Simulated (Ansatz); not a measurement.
Take BaCd$_{2}$P$_{2}$ (space group P-3m1, No. 164; a = 4.368 Å, c = 7.468 Å; a cell from a computed database, its experimental status unchecked) as the base. Axes: x lies along a and z along c of the hexagonal cell.

The change: uniaxial stress, 8 GPa compression along x; all other stress components relax to zero.

Method: PBEsol (Ansatz, a program for electronic structure), scalar-relativistic without spin-orbit coupling.

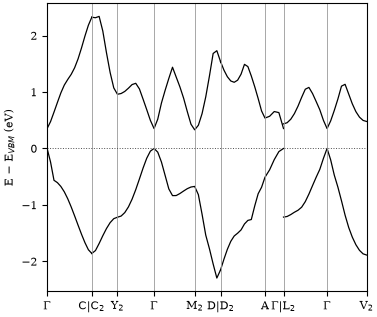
*Highest valence and lowest conduction band along the path of the changed cell's own zone*

The gap is 0.33 eV, indirect, Γ → M₂; the base has 0.77 eV.

Load acts through the strain it causes; cell and atoms are relaxed under it. Stability under load was not tested beyond the relaxation. Labels are those of the standard path for the cell's own space group.
